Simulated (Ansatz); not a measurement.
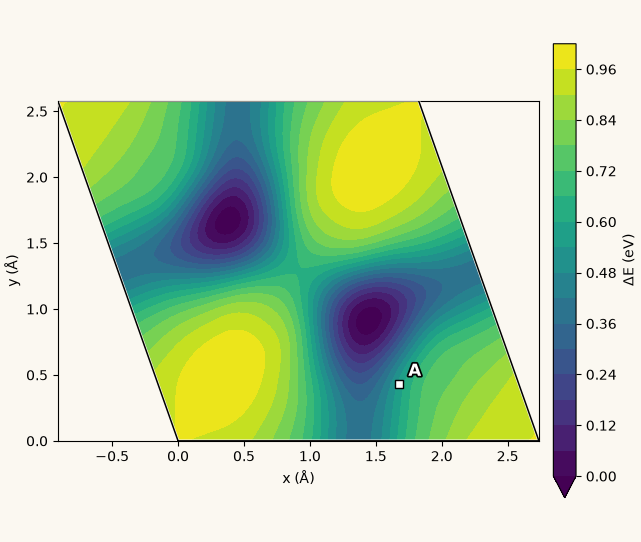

S on a Mo(110) slab cut from the Im-3m phase, its upper half relaxed before the scan (3 atoms of substrate and one adsorbate in a 1 × 1 cell). 
- S is moved over the surface cell; relaxed at each place: the height of the adsorbate's atoms; substrate rigid; the origin of the map has the adsorbate above Mo3.
- Places are given modulo a cell vector. The map is drawn in real space over the plane of the surface.
- The scan uses a 6 × 6 grid; 13 points were computed and 23 follow by symmetry.
- Energies are in eV, from the lowest grid point.
- With one adsorbate in each 1 × 1 cell, its nearest image is 2.7 Å away, so neighbouring adsorbates interact.
- Level of theory: DFT PBE, scalar-relativistic, plane waves, PAW in Ansatz. Settings: cutoff 420 eV, k-mesh 10×10×1, gaussian smearing 0.1 eV, no spin polarisation.

The picture shows filled contours, the outline of one cell of the plane, the point A. Between grid points the surface is interpolated.

> Which way does the force act at A, and how strong is it?

A, at (4/6, 1/6) of the cell vectors, is not a stationary point. The computed force is 1.3 eV/Å in the plane, pointing left in the picture (components −1.2 and 0.4 eV/Å).

PAW datasets: the set soft_1.
